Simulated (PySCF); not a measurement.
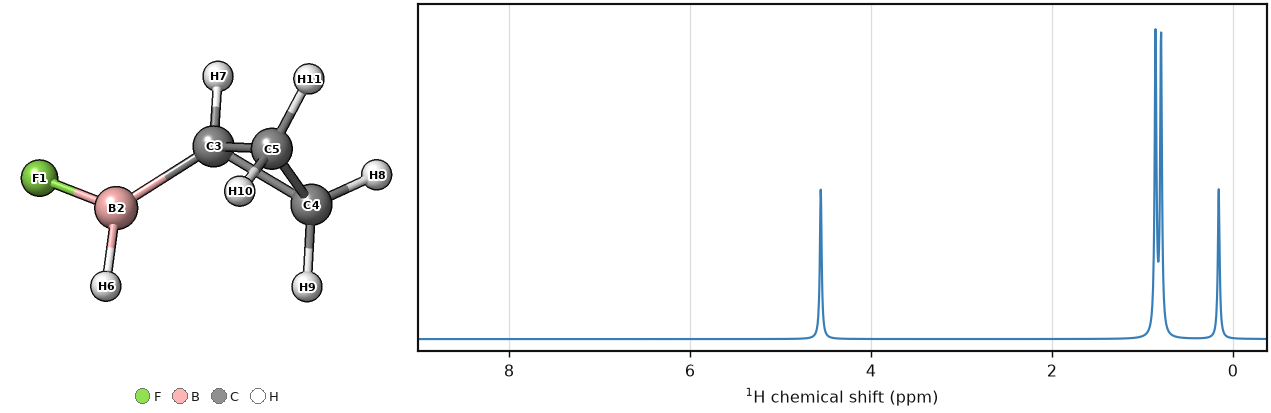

Spectrum and numbered structure of C₃H₆BF, SMILES FBC1CC1. GIAO shifts, PBE0/pcSseg-2 with PySCF 2.14.0, at a PBE0-D3(BJ)/def2-SVP geometry (no frequency check), against TMS for ¹H computed at the same level. Gas phase, fully decoupled, line heights follow the number of nuclei, widths are arbitrary (no quadrupolar broadening); values of one conformer, averaged over methyl-type rotors and exact or near symmetry; other conformers aren't averaged in.

**Assign the ¹H signals to the numbered atoms.**

| δ (ppm) | nuclei | atoms |
| --- | --- | --- |
| 4.55 | 1 | H6 |
| 0.85 | 2 | H8, H11 |
| 0.79 | 2 | H9, H10 |
| 0.15 | 1 | H7 |

The order of signals that lie close, as those under 0.08 ppm apart, is within the error of the method.
